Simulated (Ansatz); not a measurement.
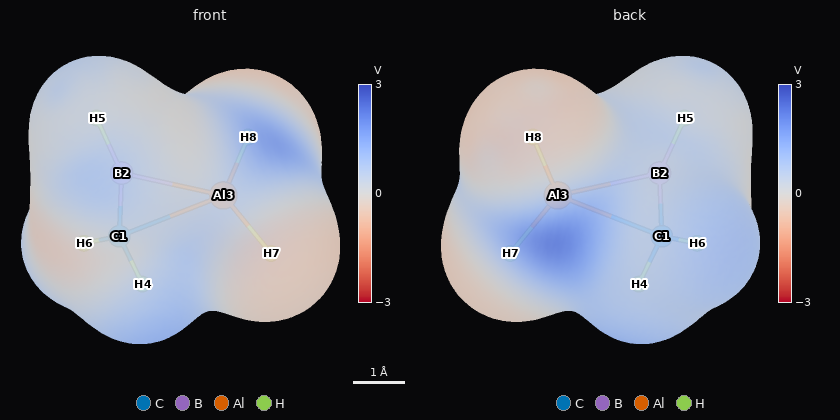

*CH5AlB (doublet). The electrostatic potential painted on the density surface at 0.002 e/bohr³, seen from the front and from behind; red is negative and blue positive.*

Method: UKS PBE-D4/cc-pVDZ (Ansatz).

The calculation's input:

```
crystal:
  periodic: [false, false, false]
  atoms:
    - { symbol: C, position_ang: [-0.73813, 1.38509, -0.32844] }
    - { symbol: B, position_ang: [-0.0763, 0.03379, 0.02881] }
    - { symbol: Al, position_ang: [0.87397, -1.69446, 0.41666] }
    - { symbol: H, position_ang: [-0.91337, 1.46461, -1.4043] }
    - { symbol: H, position_ang: [-0.94812, 0.34949, 0.74237] }
    - { symbol: H, position_ang: [-1.69263, 1.58771, 0.16295] }
    - { symbol: H, position_ang: [2.23513, -2.17659, -0.2097] }
    - { symbol: H, position_ang: [0.38304, -2.8135, 1.40844] }
magnetization:
  spin_polarized: true
  initial_magnetization: 1
basis:
  gaussian: { orbitals: cc-pVDZ }
hamiltonian:
  xc: pbe
  dispersion: d4
relax:
  f_tol: 0.02
  max_steps: 50
output:
  orbitals: {}
```

Command:

```sh
ansatz run input.yaml --threads 2 --pin off --max-ram 3072MiB --backend cpu --events-out ev --progress --plain --runs-dir out
```

The fields are those of the run's last geometry, not of the input's.

Which sites attract a positive test charge, and which a negative one?

A positive charge is drawn to the negative regions and a negative charge to the positive ones. The most negative region (about −0.4 V, or −9 kcal/mol for a unit charge) lies over H7 and H8, the most positive (about +2.1 V, or +48 kcal/mol for a unit charge) over Al3.
